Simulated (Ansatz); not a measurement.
```yaml
crystal:
  lattice:
    - [2.71023, 0.00000, 0.00000]
    - [-1.35512, 2.34713, 0.00000]
    - [0.00000, 0.00000, 33.22922]
  atoms:
    - { symbol: Ru, position: [0.66667, 0.33333, 0.23252] }
    - { symbol: Ru, position: [0.33333, 0.66667, 0.56585] }
    - { symbol: Ru, position: [0.00000, 0.00000, 0.89919] }
    - { symbol: Ru, position: [0.33333, 0.66667, 0.16667] }
    - { symbol: Ru, position: [0.00000, 0.00000, 0.50000] }
    - { symbol: Ru, position: [0.66667, 0.33333, 0.83333] }
    - { symbol: Ru, position: [0.00000, 0.00000, 0.10081] }
    - { symbol: Ru, position: [0.66667, 0.33333, 0.43415] }
    - { symbol: Ru, position: [0.33333, 0.66667, 0.76748] }
    - { symbol: Ir, position: [0.00000, 0.00000, 0.29893] }
    - { symbol: Ir, position: [0.66667, 0.33333, 0.63226] }
    - { symbol: Ir, position: [0.33333, 0.66667, 0.96560] }
    - { symbol: Ir, position: [0.66667, 0.33333, 0.03440] }
    - { symbol: Ir, position: [0.33333, 0.66667, 0.36774] }
    - { symbol: Ir, position: [0.00000, 0.00000, 0.70107] }
```

Space group R-3m; a structure generated by program, which may or may not match a known phase; computed without spin polarisation.

Theory: DFT PBE, scalar-relativistic, plane waves, PAW (Ansatz 0.2.0).

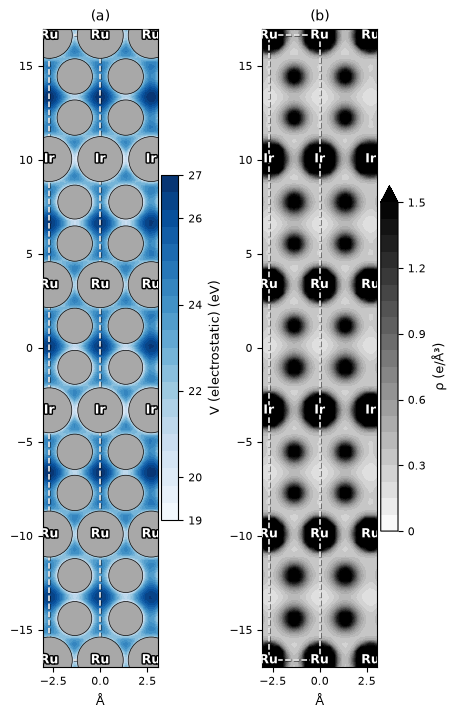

Ir$_{2}$Ru$_{3}$. (a) electrostatic potential energy of an electron; (b) valence charge density (pseudo) on the (100) plane of the conventional cell. Grey discs cover the atomic cores in the potential map.

Core electrons are frozen (PAW), and the valence fields are smoothed inside the atomic spheres.

Q: Describe what can be read from this map.

A: Atoms in the plane: Ru and Ir.
Atoms just off the plane (Ru, 0.8 Å away and Ir, 0.8 Å away) can leave unmarked features too.
Ru–Ru (2.71 Å): ρ is about 0.38 e/Å³ halfway.
Ir–Ir (2.71 Å): ρ is about 0.45 e/Å³ halfway.
Between the atoms the lowest density in this plane is 0.17 e/Å³.
Outside the cores the potential energy rises away from the atoms and is highest about 1.8 Å from the nearest atoms; its zero is arbitrary.
